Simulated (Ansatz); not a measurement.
C2H7NSi (SMILES C=CN[SiH3])

Input

```
crystal:
  periodic: [false, false, false]
  atoms:
    - { symbol: C, position_ang: [-0.2792, 2.0705, -0.1933] }
    - { symbol: C, position_ang: [-0.4869, 0.8407, 0.1686] }
    - { symbol: "N", position_ang: [0.2193, -0.2224, -0.2866] }
    - { symbol: Si, position_ang: [0.37, -1.8382, 0.1582] }
    - { symbol: H, position_ang: [0.4314, 2.4055, -0.9394] }
    - { symbol: H, position_ang: [-0.9666, 2.9076, 0.2018] }
    - { symbol: H, position_ang: [-1.2347, 0.5918, 0.8941] }
    - { symbol: H, position_ang: [1.054, 0.0522, -0.8958] }
    - { symbol: H, position_ang: [0.8236, -2.5829, -0.9589] }
    - { symbol: H, position_ang: [1.2175, -1.9916, 1.3363] }
    - { symbol: H, position_ang: [-1.0832, -2.2903, 0.5356] }
basis:
  gaussian: { orbitals: "6-31G" }
hamiltonian:
  xc: cam_b3lyp
relax:
  f_tol: 0.015
  max_steps: 40
output:
  orbitals: {}
```

Command:

```sh
ansatz run input.yaml --threads 1 --pin off --max-ram 2048MiB --backend cpu --events-out ev --progress --plain --runs-dir out
```

The fields are those of the relaxed geometry.

All numbers below come from RKS CAM-B3LYP/6-31G (Ansatz 0.2.0).

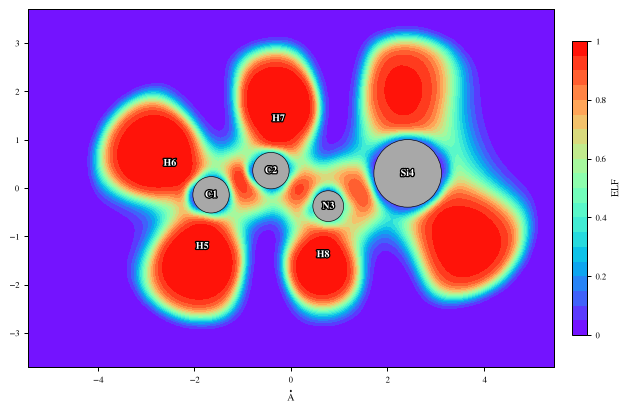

Figure 1. Electron localisation function on the plane of atoms C2, N3 and H8. Grey discs cover the atomic cores.

Describe what can be read from this map.

Answer. The section cuts through C, N, Si and H sites. C–C (1.34 Å): the ELF peaks at about 0.95 between the atoms: a multiple bond. C–N (1.40 Å): the ELF peaks at about 0.90 between the atoms (a covalent bond). Si–N (1.78 Å): the ELF peaks at about 0.90 between the atoms: a shared but strongly polarised pair. N–H (1.01 Å): the ELF climbs to about 1 towards the hydrogen, as it does in any bond to H (a covalent bond by its length). C–H (1.08 Å): the ELF climbs to about 1 towards the hydrogen; an ordinary covalent bond to hydrogen.

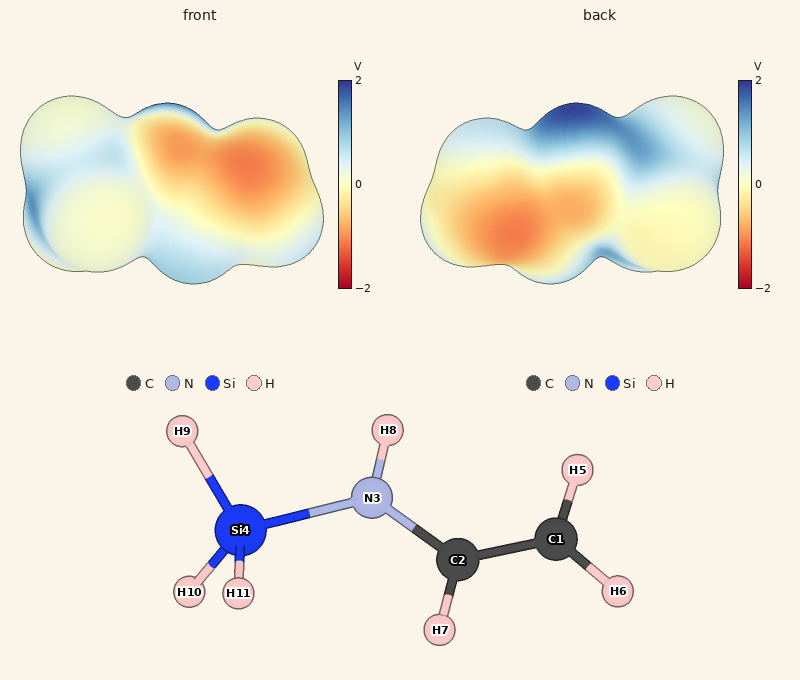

Figure 2. The electrostatic potential painted on the density surface at 0.002 e/bohr³, seen from the front and from behind; the colour scale runs from red (negative) to blue (positive). The bare structure is drawn below in the same view.

Where is the surface potential most negative and most positive?

Answer. The most negative region (about −1.1 V) lies over the π face of C1 and C2, the most positive (about +1.8 V) over H8.
